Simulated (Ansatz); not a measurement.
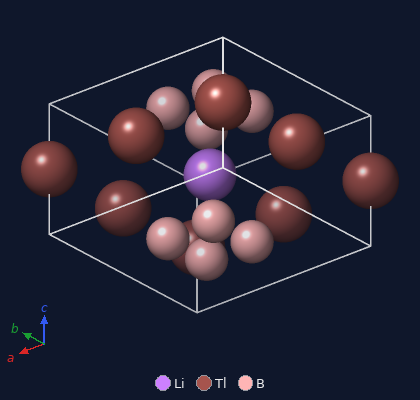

LiTl₃B₄, space group P4/mmm (No. 123), a = 6.320 Å, b = 6.320 Å, c = 4.052 Å, α = 90.00°, β = 90.00°, γ = 90.00°. Origin: the geometry relaxed with DFT PBE, scalar-relativistic, plane waves, PAW in Ansatz 0.2.0; the starting structure was generated, so it need not be a known form of this composition. Forms under 0.4 % of the area are left out.

Q: Which faces does the BFDH rule predict for this crystal?

A: The forms computed, by share of the surface:

| form | faces | d (Å) | share of area (%) |
| --- | --- | --- | --- |
| {100} | 4 | 6.320 | 75.7 |
| {001} | 2 | 4.052 | 24.3 |

Widths along a, b and c stand as 1.00 : 1.00 : 1.56.

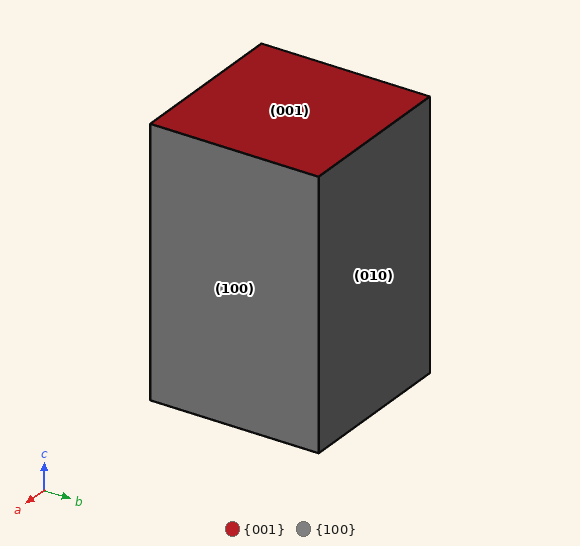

The computed shape, faces indexed. The rule is geometric and ignores bonding and growth conditions.
